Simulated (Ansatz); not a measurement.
Formation energy of the bound charge states of H interstitial in bulk hexagonal BN (AA') (start: void with 6B6N nearest; 128-site cell, 2×2×2 Γ-centred sampling) against the Fermi level, N-rich (Δμ(H) = -0.34 eV, bounded by NH3 molecule; only phases computed here count, gases as isolated molecules at 0 K). Calculation: PBE-D3(BJ), PAW (plane waves to 420 eV; Ansatz, a first-principles code).

Cell and caveats: 128-site cell; 2×2×2 Γ-centred k-points; host gap 4.23 eV; charged states image-corrected; not converged in cell size.

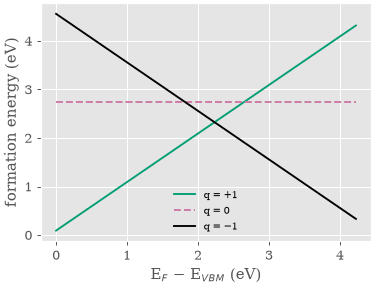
*Formation energy of each charge state against the Fermi level*

Crossings of the lowest lines: (+1/−1) at 2.23 eV. At the valence-band maximum: q = +1: 0.092 eV; q = 0: 2.75 eV; q = −1: 4.56 eV.
